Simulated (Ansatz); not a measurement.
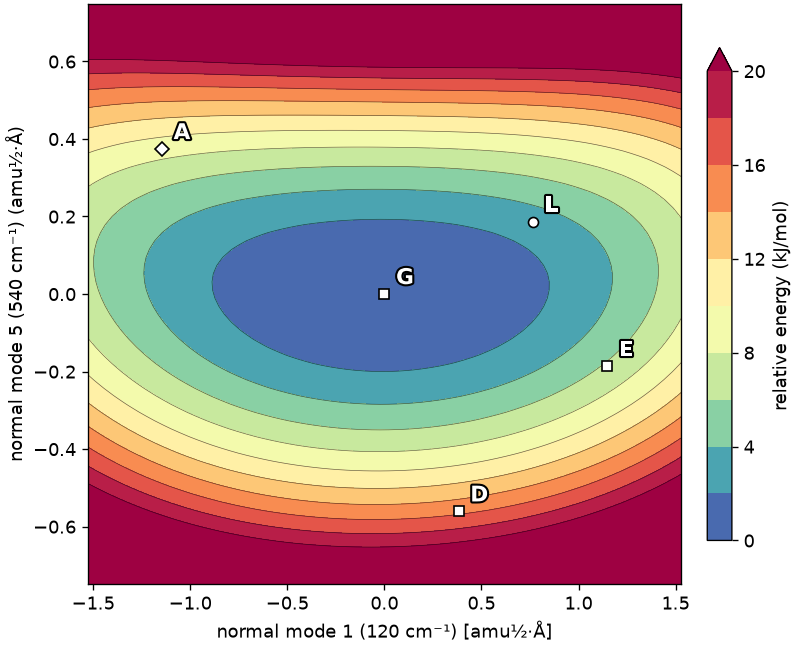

BClGeH3, SMILES [BH2][GeH+][Cl], charge +1. 
- First axis: normal mode 1 (120 cm⁻¹). Second axis: normal mode 5 (540 cm⁻¹).
- Nothing is relaxed (straight displacements along the two mass-weighted modes).
- The scan uses a 9 × 9 grid.
- Energies: kJ/mol, counted from the relaxed molecule at the same level.
- Method: Ansatz 0.2.0, RKS PBE0-D4/def2-TZVP.

Drawn: filled contours, one colour for all values above the top of the scale, lettered points. Between grid points the surface is interpolated.

**Is E the lowest point of the computed grid?**

No. E lies 6.3 kJ/mol above the lowest grid point, which is at normal mode 1 (120 cm⁻¹) = 0.00 amu½·Å, normal mode 5 (540 cm⁻¹) = 0.000 amu½·Å.

**Rank the lettered points by energy, lowest first.**

G (0.0 kJ/mol), L (3.1 kJ/mol), E (6.3 kJ/mol), A (8.9 kJ/mol), D (15.6 kJ/mol).
